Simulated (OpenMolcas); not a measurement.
# OF2 (oxygen difluoride): a line through the functionals

The species is OF2 (3 atoms), meant as a singlet with charge 0. As SMILES, `FOF`. The shape is that of a PBE0-D4/def2-TZVP optimisation.

The electronic atomisation energy y, in eV, basis cc-pVTZ; a is the functional's share of exact exchange. Programs: OpenMolcas 26.06.

| functional | program | a | y (eV) |
| --- | --- | --- | --- |
| BLYP | OpenMolcas | 0 | 4.94 |
| revPBE | OpenMolcas | 0 | 4.77 |
| B3LYP | OpenMolcas | 0.2 | 4.09 |
| PBE0 | OpenMolcas | 0.25 | ? |
| BHLYP | OpenMolcas | 0.5 | 2.49 |

**Question.** Fit y = c + s·a to the known rows and predict PBE0.

**Answer.** 
1. Means of the 4 rows: a = 0.1750, y = 4.072.
2. Σ(Δa)² = 0.1675, Σ(Δa·Δy) = -0.78775, so the slope is -0.78775/0.1675 = -4.703.
3. Intercept: 4.072 − (-4.703) × 0.1750 = 4.895. The largest residual of the fit is 0.14.
4. PBE0: 4.895 + (-4.703) × 0.25 = 3.72 eV.

The run gave 4.02 eV, so the prediction is off by -0.30 eV, more than the scatter of the fit. The rows mix families of semi-local functionals, which the line can't see.

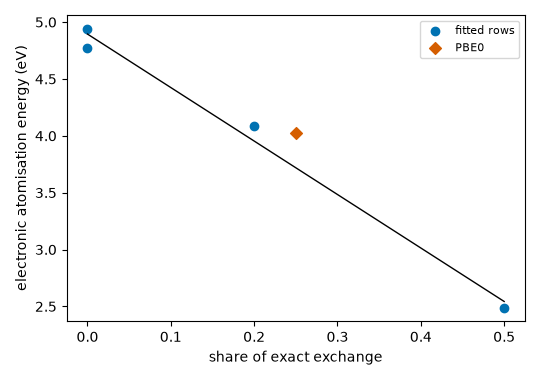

The fitted line, with the withheld row.
